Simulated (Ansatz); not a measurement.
# AlBH$_{4}$O (SMILES B[O][AlH2]): what the fields show

Input

```
crystal:
  periodic: [false, false, false]
  atoms:
    - {symbol: B, position_ang: [-1.239790, 0.460500, -0.755050]}
    - {symbol: O, position_ang: [-0.151010, 0.055000, -0.092790]}
    - {symbol: Al, position_ang: [1.203290, -0.447170, 0.732080]}
    - {symbol: H, position_ang: [-1.722060, -0.243360, -1.565440]}
    - {symbol: H, position_ang: [-1.702020, 1.516540, -0.519180]}
    - {symbol: H, position_ang: [1.819640, 0.486770, 1.781480]}
    - {symbol: H, position_ang: [1.791950, -1.828280, 0.418900]}
basis:
  gaussian: {orbitals: def2-SVP}
hamiltonian: {xc: hf}
accuracy: high
output: {forces: true, orbitals: {seedname: orbitals}}
```

Launched as:

```sh
ansatz run molecule.yaml --threads 1 --pin off --max-ram 2610MiB --events-out events.jsonl --progress --plain --runs-dir runs
```

Geometry: GFN2-xTB.

The calculation used isolated molecule in a Gaussian basis; Hartree-Fock (Ansatz).

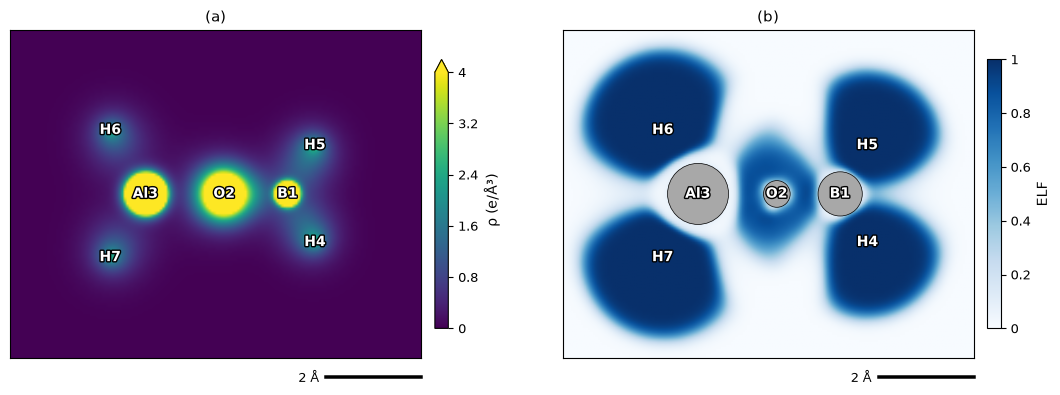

Figure 1. (a) total electron density; (b) electron localisation function on the molecular plane. Grey discs cover the atomic cores in the ELF map.

Question: Interpret the plot.

Answer: The plane passes through B, O, Al and H nuclei.
B–O (1.34 Å): ρ at the midpoint is about 2.2 e/Å³; the ELF peaks at about 0.90 between the atoms; a short, strongly polar bond.
Al–O (1.66 Å): the density is about 0.85 e/Å³ at the midpoint; the ELF peaks at about 0.85 in the valence shell of O, 0.6 Å from its nucleus, and is about 0.35 at the midpoint.
B–H (1.18 Å): ρ is about 1.3 e/Å³ halfway; the ELF climbs to about 1 towards the hydrogen, as it does in any bond to H; an ordinary covalent bond to hydrogen.
Al–H (1.53 Å): the density is about 0.59 e/Å³ at the midpoint; the ELF climbs to about 1 towards the hydrogen.
The ELF also peaks beside O2, away from the bonds: lone-pair regions.

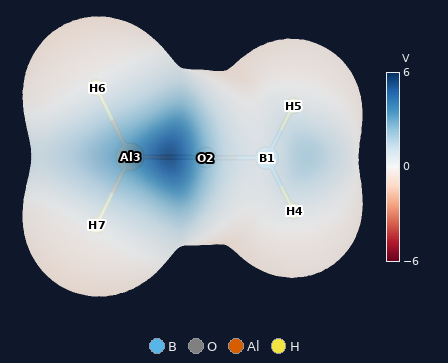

Figure 2. The electrostatic potential painted on the density surface at 0.002 e/bohr³, seen at a tilt; red is negative and blue positive.

Question: Describe the electrostatic potential map.

Answer: The most negative region (about −0.5 V) lies over H6 and H7, the most positive (about +5.0 V) over Al3.

Question: How polar is the molecule by this calculation?

Answer: Its dipole moment is 0.72 D.

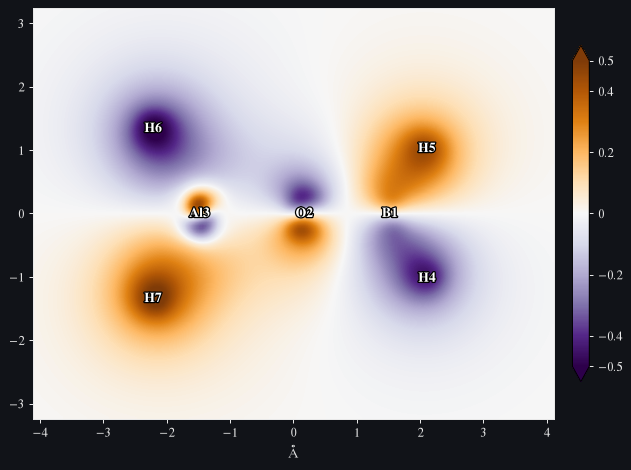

Figure 3. The HOMO−1 on the molecular plane (values in Å⁻³ᐟ²; the overall sign is arbitrary).

Question: Describe this orbital and give its energy.

Answer: It lies mainly on Al3 (about 25 %), H6 (about 20 %), H7 (about 20 %), B1 (about 15 %), H4 (about 10 %) and H5 (about 10 %); it is symmetric in the molecular plane (an in-plane orbital: σ, lone-pair or in-plane π type). Its energy is −12.32 eV.
